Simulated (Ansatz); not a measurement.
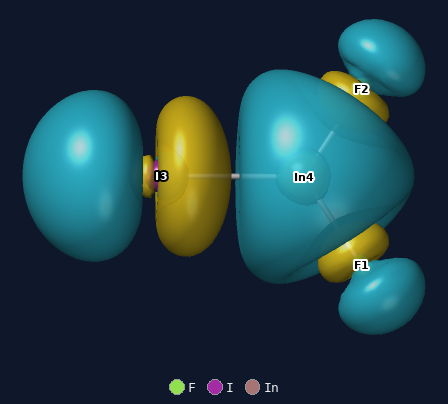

The picture shows: F2IIn (SMILES [F][In]([F])[I]). The LUMO at ±0.05 Å⁻³ᐟ² (yellow and cyan are the two phases), seen across its widest extent.

Geometry: PBE0-D4/def2-SVP; core potentials replace the inner electrons of I and In.

Theory: isolated molecule in a Gaussian basis; Kohn-Sham density functional theory, functional PBE0 (Ansatz 0.2.0).

What is the character of this orbital?

Answer. Its weight (Hirshfeld) is mainly on In4 (about 50 %), I3 (about 30 %), F2 (about 10 %) and F1 (about 10 %); it is symmetric in the molecular plane (an in-plane orbital: σ, lone-pair or in-plane π type). Its energy is −3.33 eV.
